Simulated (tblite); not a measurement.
Run report: C$_{4}$H$_{10}$FNSi, frequency calculation

The run: frequency calculation of C$_{4}$H$_{10}$FNSi, SMILES CN([SiH2]F)C1CC1. Method and program: GFN2-xTB harmonic vibrations, gas phase (tblite 0.8.0).

It belongs to a series of runs on one base structure; here: terminal Si group replaced by H.

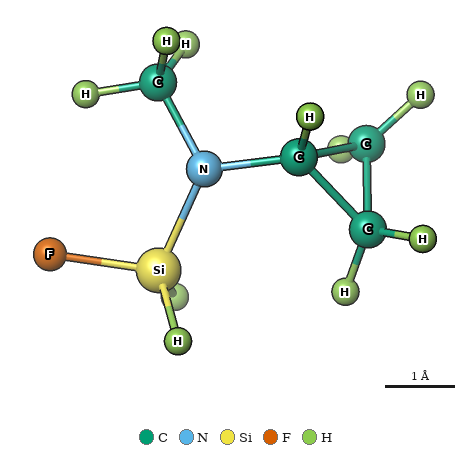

**Figure 1.** The structure as given in the input (ball-and-stick view, seen on its broad side). Bond lengths as drawn: C–C 1.49 to 1.51 Å, C–H 1.08 to 1.09 Å, C–N 1.42 to 1.45 Å, F–Si 1.61 Å, H–Si 1.45 to 1.46 Å and N–Si 1.71 Å.

**Input file**
```
{"job": {"kind": "ir", "xc": "GFN2-xTB", "basis": "xTB"}, "charge": 0, "multiplicity": 1}
C      0.687814     1.453267    -1.073694
N      0.458711     0.119138    -0.555948
Si     1.714623    -0.847745     0.091602
F      3.049889    -0.333463    -0.644330
C     -0.920592    -0.121540    -0.297245
C     -1.382351    -1.143329     0.688923
C     -1.547500     0.315218     0.999671
H      0.108806     1.596158    -1.990201
H      0.382894     2.219086    -0.353051
H      1.740769     1.582193    -1.302630
H      1.527746    -2.232423    -0.312767
H      2.037575    -0.666740     1.507916
H     -1.530280     0.004981    -1.189820
H     -2.260836    -1.721046     0.443415
H     -0.642773    -1.694010     1.246473
H     -0.894282     0.737184     1.747853
H     -2.537209     0.745101     0.983925
```

The first line tells a small driver script what to run in tblite; the rest is the geometry in Å.

Run on 1 CPU thread, shared host.

Launch command:
```bash
OMP_NUM_THREADS=1 python <driver script> task.json out
```

**Output**
```
mode    cm-1     km/mol
  1      55.0      0.95
  2      80.5      4.49
  3     140.1      4.09
  4     170.5      4.89
  5     189.1      1.23
  6     219.3      6.28
  7     321.3      1.62
  8     437.5      8.70
  9     449.3      3.23
 10     548.9    158.67
 11     583.7     15.53
 12     655.2     15.83
 13     755.2    119.24
 14     795.9     97.96
 15     800.5    169.52
 16     822.1    240.60
 17     854.7      2.01
 18     926.6     75.76
 19     972.6     27.71
 20    1032.7     11.81
 21    1060.0      0.51
 22    1081.3      2.60
 23    1088.6     16.27
 24    1100.3      5.14
 25    1107.3      2.23
 26    1153.7      0.26
 27    1176.5     54.28
 28    1252.2     31.57
 29    1321.0     81.45
 30    1375.4     56.46
 31    1423.1      0.12
 32    1430.0      0.27
 33    1479.1      7.99
 34    1481.8     15.52
 35    1502.7      7.86
 36    2234.9    343.59
 37    2325.9    218.72
 38    2920.8     56.39
 39    2956.6     46.53
 40    2969.3     62.35
 41    3059.8     15.76
 42    3086.8     20.90
 43    3089.1     16.13
 44    3102.2     20.67
 45    3120.4     59.43
```

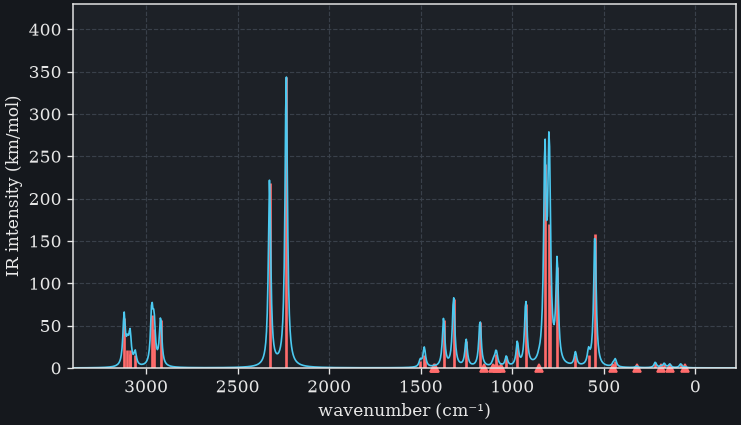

**Figure 2.** Harmonic infrared spectrum, unscaled: sticks (degenerate modes added up, dark ones marked on the axis) with a Lorentzian envelope of 16 cm⁻¹ full width, scaled to the tallest stick. 45 modes from 55 to 3120 cm⁻¹, none imaginary. The strongest line is at 2235 cm⁻¹ (344 km/mol).

**Key numbers**

| quantity | value |
| --- | --- |
| outcome | converged |
| total energy | −629.0706 eV |
| zero-point energy | 83.9290 kcal/mol |
| wall time | 0.63 s |
| peak memory | 0.18 GiB |
